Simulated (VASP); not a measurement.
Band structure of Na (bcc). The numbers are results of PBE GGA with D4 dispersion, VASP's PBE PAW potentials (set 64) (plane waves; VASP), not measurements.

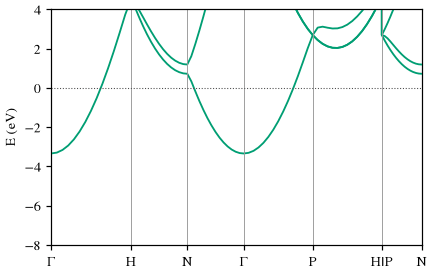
Figure: Bands along high-symmetry lines, zero at the valence-band maximum or, without a gap, the Fermi level

Q: Read the plot: is there a gap, and where are the band edges?

A: It has no gap at this level: it comes out as a metal or semimetal. (Edges off the drawn lines would not show.)

The compound is Na in the bcc structure. It was relaxed first, which changed the volume by -5 %.
